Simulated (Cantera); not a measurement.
A closed system holds: 1 mol CH3SiCl3, 0.016 mol CH4, 8.1 mol H2, 0.022 mol C2H4, equilibrated at 80.0 mbar.

Equilibrium computed with Cantera from the NASA thermochemical tables; the gas is ideal and each condensed phase is pure. Candidate condensed phases: C, C6H6, C7H8, C8H18, Si, SiC; 109 gas species. The feed counts by its element totals alone. The tables' values for SiCl, SiCl3 are old estimates; treat these amounts as uncertain. Gases not in the tables: Si2H6 and higher silanes. Kinetics and transport are ignored.

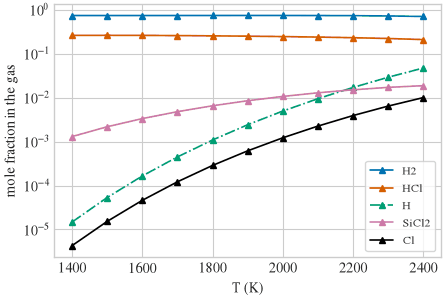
Figure: Equilibrium gas composition (values under 1e-9 drawn at 1e-9)

Q: Read off the mole fractions at 1400 K.

A: H2 about 0.74, HCl about 0.26, SiCl2 about 0.0013, H about 1.5e-5, Cl about 4.3e-6.
